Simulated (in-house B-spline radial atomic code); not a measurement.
# Cu¹²⁺: density, ELF and screening along the radius

Aim: the shell structure of Cu¹²⁺ in the radial density, the electron localisation function and the screened nuclear charge, under several settings.

The numbers are computed with in-house B-spline radial atomic code version 1 (several methods, spin-polarised, as named in each step; spherical all-electron atom at the radial basis limit), except any that are marked as measured or tabulated.

### Step 1. The atom as given

```
element       : copper (Z = 29)
charge        : +12
electrons     : 17
configuration : [Ne] 3s1 3p6
nucleus       : point (non-relativistic runs) or finite (X2C runs)
```

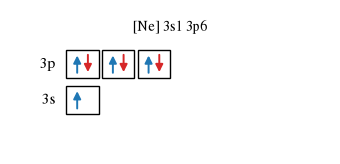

Occupation of the outer shells (arrows by Hund's rule).

Where spins are not typed, each open shell is filled with up spins first.

### Step 2. PBE, X2C, [Ne] 3s1 3p6

The run's settings:

```ini
Z = 29
electrons = 17.0
configuration = [Ne] 3s1 3p6
hamiltonian = x2c
method = pbe,pbe
spin_polarised = True
nucleus = fermi
rms_radius = 3.8823
mass_number = 63
atomic_mass = 62.929597119
speed_of_light = 137.035999084
```

Started as:

```sh
$ python run_scf.py task.json out
```

task.json lists these runs, among others, and the program works through them in turn.

### Step 3. PBE, X2C, [He] 2s2 2p5 3s2 3p5 3d1

The settings differ from step 2 so:

```diff
@@ -2,3 +2,3 @@
 electrons = 17.0
-configuration = [Ne] 3s1 3p6
+configuration = [He] 2s2 2p5 3s2 3p5 3d1
 hamiltonian = x2c
```

### Step 4. Hartree-Fock, non-rel., [He] 2s2 2p5 3s2 3p5 4f1

The run's settings:

```ini
Z = 29
electrons = 17.0
configuration = [He] 2s2 2p5 3s2 3p5 4f1
hamiltonian = nr
method = hf
spin_polarised = True
```

### Step 5. r2SCAN, non-rel., [Ne] 3s2 3p4 3d1

The run's settings:

```ini
Z = 29
electrons = 17.0
configuration = [Ne] 3s2 3p4 3d1
hamiltonian = nr
method = r2scan
spin_polarised = True
```

### Step 6. LDA (VWN5), non-rel., [He] 2s2 2p5 3s2 3p5 4d1

The run's settings:

```ini
Z = 29
electrons = 17.0
configuration = [He] 2s2 2p5 3s2 3p5 4d1
hamiltonian = nr
method = lda,vwn
spin_polarised = True
```

Before running: How large is the system in each run, where do the shell borders lie, and what is the highest level?

**Answer**, as computed:

| run | total energy (hartree) | highest level (eV) | radius holding 50 / 90 / 99 % (bohr) | radius at n = 0.001 (bohr) | ELF minima on the full grid (bohr) |
| --- | --- | --- | --- | --- | --- |
| PBE, X2C, [Ne] 3s1 3p6 | -1591.1693 | -384.87 | 0.267 / 0.774 / 1.15 | 1.64 | 0.084, 0.40 |
| PBE, X2C, [He] 2s2 2p5 3s2 3p5 3d1 | -1556.5567 | -330.93 | 0.300 / 0.779 / 1.14 | 1.63 | 0.084, 0.33 |
| Hartree-Fock, non-rel., [He] 2s2 2p5 3s2 3p5 4f1 | -1534.4248 | -150.06 | 0.308 / 0.868 / 1.70 | 2.37 | 0.088, 0.33 |
| r2SCAN, non-rel., [Ne] 3s2 3p4 3d1 | -1576.3130 | -320.75 | 0.269 / 0.774 / 1.15 | 1.64 | 0.085, 0.40 |
| LDA (VWN5), non-rel., [He] 2s2 2p5 3s2 3p5 4d1 | -1533.2173 | -167.46 | 0.306 / 0.876 / 1.74 | 2.36 | 0.090, 0.33, 1.2 |

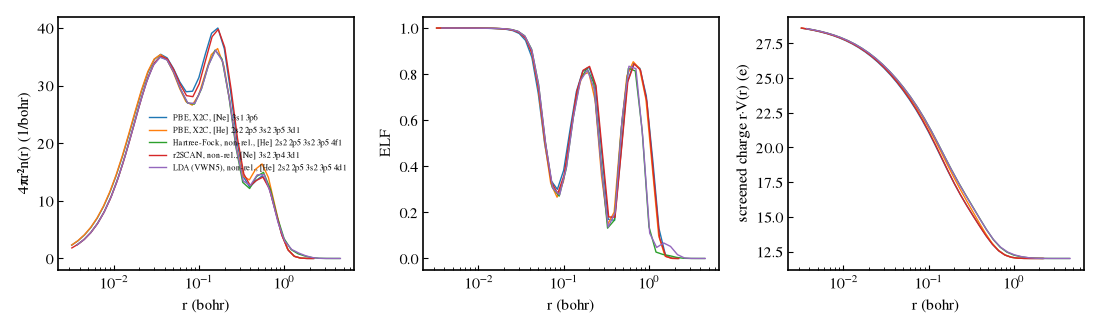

Radial density, ELF and screened nuclear charge of all runs.

In the first run ELF has 2 minima on the grid, which mark the borders between shells. On the record's full grid the screened charge (r times the electrostatic potential) falls from 28.9 near the nucleus to 12.00 at 2.2 bohr; far out it tends to the net charge, 12. The radius that holds 99 % of the electrons runs from 1.14 bohr (PBE, X2C, [He] 2s2 2p5 3s2 3p5 3d1) to 1.74 bohr (LDA (VWN5), non-rel., [He] 2s2 2p5 3s2 3p5 4d1). The grid is coarse (about 19 % a step), so the places of minima are rough. For X2C runs ELF uses the non-relativistic kinetic energy density, and the fields carry no picture-change correction.
